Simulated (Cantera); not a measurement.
Feed: 1 mol Al, a varied amount of O₂, 300 mol N₂, equilibrated at 727 °C and 0.00110 bar.

Cantera equilibrium calculation (NASA polynomials, part measured and part estimated; ideal gas, pure solids and liquids). Candidate condensed phases: Al, AlN, Al₂O₃; 16 gas species. Equilibrium is a limit: real reactors are often held back by kinetics, nucleation or transport.

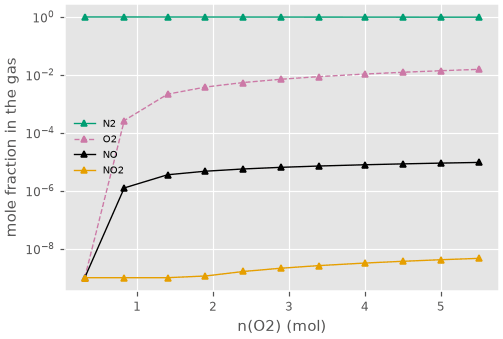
Figure: Equilibrium gas composition (values under 1e-9 drawn at 1e-9)

At 0.31 mol O₂ the condensed part is AlN(s) + Al₂O₃(s). From 0.83 mol O₂ to 5.5 mol O₂ the condensed part is Al₂O₃(s).
